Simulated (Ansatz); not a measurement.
| atom | x (Å) | y (Å) | z (Å) |
| --- | --- | --- | --- |
| As | -2.2658 | 1.7868 | 0.3286 |
| Se | -2.9482 | 0.1042 | 1.6930 |
| Se | 0.1988 | 2.2204 | 0.9385 |
| Se | -1.7783 | 0.1847 | -1.5366 |
| Se | 0.0899 | 0.8664 | -2.7697 |
| Se | 2.3986 | -1.9523 | -1.5825 |
| Se | 1.9325 | -2.5882 | 0.6877 |
| Se | 2.0195 | 0.3917 | -1.4526 |
| Se | -0.1501 | -1.4802 | 1.2533 |
| Se | 0.5032 | 0.4664 | 2.4404 |

Geometry: PBE-D4/def2-SVP.

Level of theory: RKS PBE0-D4/def2-SVP in Ansatz 0.2.0.

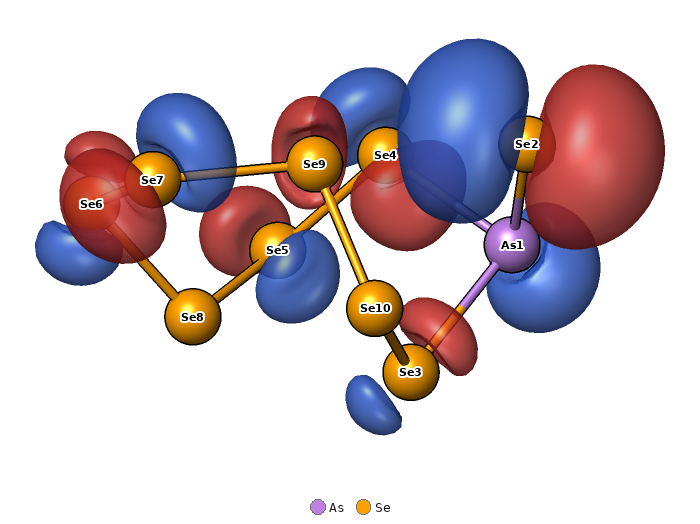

AsSe9 (charge −1). The HOMO at ±0.08 Å⁻³ᐟ² (blue and red are the two phases), seen from one side.

Q: Describe this orbital and give its energy.

A: Its weight (Hirshfeld) is mainly on Se2 (about 50 %), As1 (about 10 %), Se7 (about 10 %) and Se4 (about 10 %). Its energy is −2.41 eV.
